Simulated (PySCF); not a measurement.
```tsv
atom	x (Å)	y (Å)	z (Å)
C	-0.7754	1.1960	0.7887
C	-0.5823	0.1596	-0.0252
C	0.7259	-0.1333	-0.7082
C	1.8571	-0.2554	0.2652
O	1.8871	-0.0901	1.4303
F	2.9950	-0.6051	-0.3957
C	-1.6452	-0.8208	-0.2995
O	-1.5854	-1.7956	-0.9701
F	-2.8145	-0.5063	0.3163
H	0.0103	1.9023	0.9944
H	-1.7200	1.3602	1.2788
H	0.6542	-1.0679	-1.2741
H	0.9887	0.6569	-1.4187
```

Geometry: GFN2-xTB.

Computed with PBE0/pcSseg-1, SCF density, gas phase, non-relativistic in PySCF.

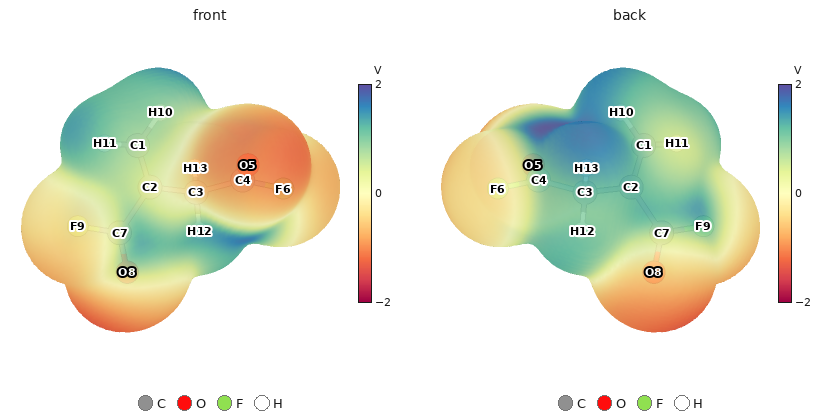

C5H4F2O2 (SMILES C=C(CC(=O)F)C(=O)F). The molecular electrostatic potential painted on the density surface at 0.002 e/bohr³, seen from the front and from behind; red is negative and blue positive.

> Describe the electrostatic potential map.

The most negative region (about −1.3 V) lies over O8, the most positive (about +1.8 V) over the π face of C4. O8 is the likeliest acceptor of a hydrogen bond.

> How polar is the molecule by this calculation?

Its dipole moment is 2.97 D.
